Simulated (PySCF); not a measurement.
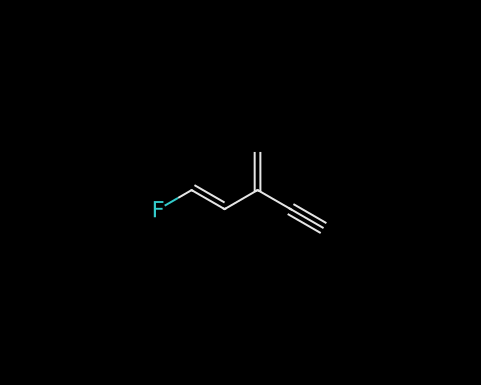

2D structure.

Transcribe the drawing into SMILES.

C#CC(=C)/C=C/F

Give the formula, hydrogens included.

C6H5F.

An optimisation with PBE0-D3(BJ)/def2-SVP gave a structure of which point group?

Cs. Other conformers may differ.

The parts below concern this one geometry. Atoms keep their numbers from picture to picture. The computed structure is the end point of a PBE0-D3(BJ)/def2-SVP optimisation. No frequency run is at hand to confirm it as a minimum.

## Geometry

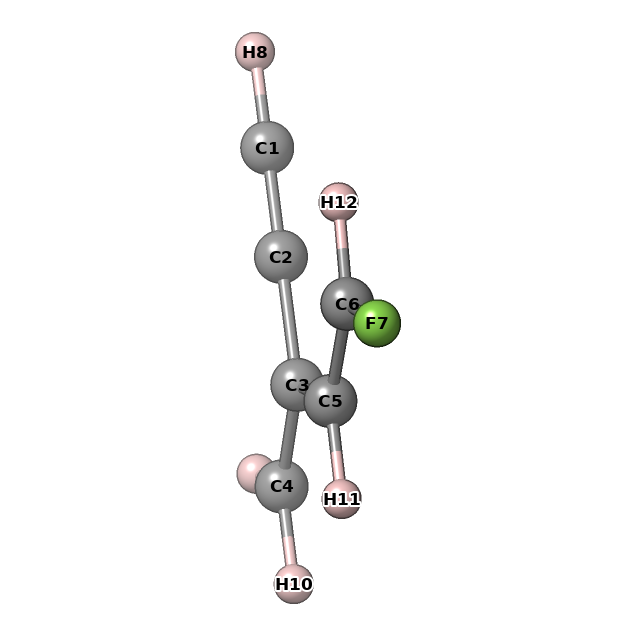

C3 lies behind C5. The molecule seen a little off the C5–C3 bond, C5 in front. Distant atoms are faded towards the background colour. No frequency run is at hand to confirm it as a minimum.

What is the torsion angle C6–C5–C3–C4? The sign is positive where the front bond must turn clockwise to cover the back bond.

180°, antiperiplanar (anti).

## Spin–spin coupling

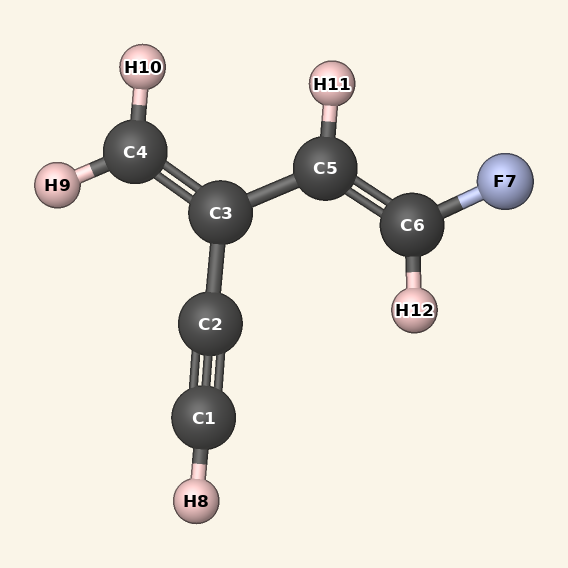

No frequency run is at hand to confirm it as a minimum. Method: B3LYP/def2-TZVP indirect spin-spin coupling, non-relativistic, gas phase (PySCF 2.14.0). Isotopes: 13C, 19F, 1H.

Give the spin–spin coupling constants of these pairs, with the number of bonds between them: C6/F7, C5/F7, F7/H12, C3/F7, F7/H11.

```csv
pair,bonds apart,J (Hz)
"C6, F7",1,−375.5
"C5, F7",2,16.0
"F7, H12",2,84.9
"C3, F7",3,7.3
"F7, H11",3,15.2
```

Density functionals are unreliable for couplings to fluorine, so those rows may be far off.

## Electronic properties

No frequency run is at hand to confirm it as a minimum. Method: KT2/pcJ-1, gas phase (PySCF 2.14.0).

Computed properties:

- dipole moment: 0.89 D
- HOMO energy (Kohn–Sham orbital): −5.75 eV
- LUMO energy (Kohn–Sham orbital): −2.16 eV
- HOMO–LUMO gap: 3.59 eV

## NMR shielding

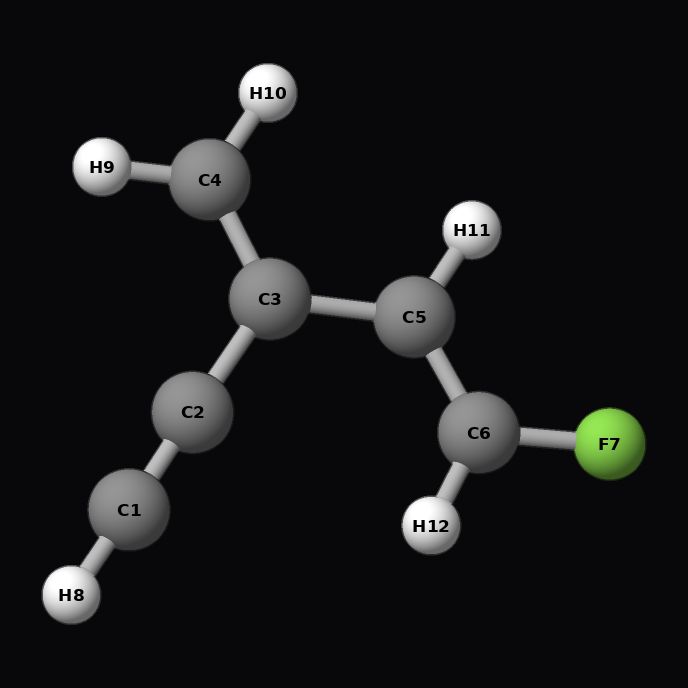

No frequency run is at hand to confirm it as a minimum. Level of theory: GIAO HF/pcSseg-1 NMR shielding, non-relativistic, gas phase (PySCF 2.14.0). Principal shieldings σ11 ≤ σ22 ≤ σ33, span Ω = σ33 − σ11, skew κ = 3(σiso − σ22)/Ω.

Give the shielding tensors of the F atoms.

```
atom    σ11    σ22    σ33   σiso      Ω     κ
  F7  282.7  336.4  447.3  355.5  164.6  0.35
```

Shieldings and span in ppm.
